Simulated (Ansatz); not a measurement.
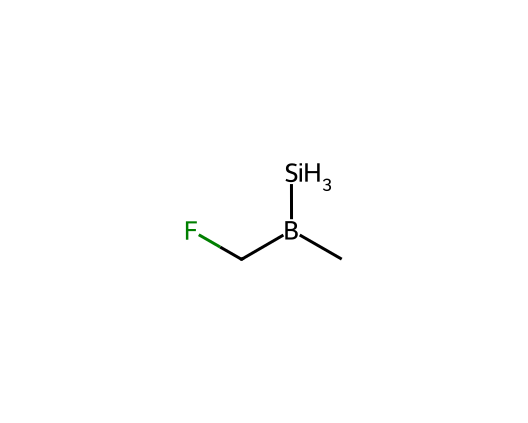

Computed geometry: PBE-D4/def2-SVP optimisation. No frequency run is at hand to confirm it as a minimum. Method: RKS PBE-D4/def2-SVP (Ansatz 0.2.0).

What does the calculation give?

The species is C₂H₈BFSi (`CB([SiH3])CF`).
- dipole moment: 2.61 D
- dispersion correction: −23.6 kJ/mol
